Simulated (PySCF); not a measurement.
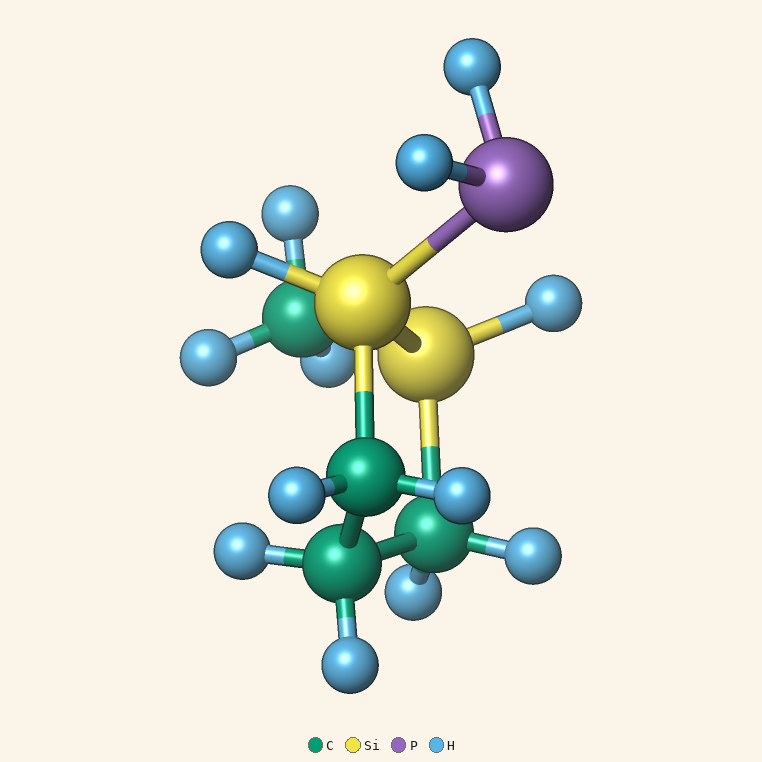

The computed structure is the end point of a PBE0-D3(BJ)/def2-SVP optimisation. No frequency run is at hand to confirm it as a minimum. Level of theory: CAM-B3LYP/def2-SVPD, gas phase (PySCF 2.14.0). Excitations: vertical, linear response.

Estimate the HOMO energy (Kohn–Sham orbital).

−8.41 eV.

Give the mean static polarisability at this level.

130.4 bohr³.

Give the brightest of the 10 lowest singlets at this level.

7.28 eV.

Give the dipole moment at this level.

1.35 D.
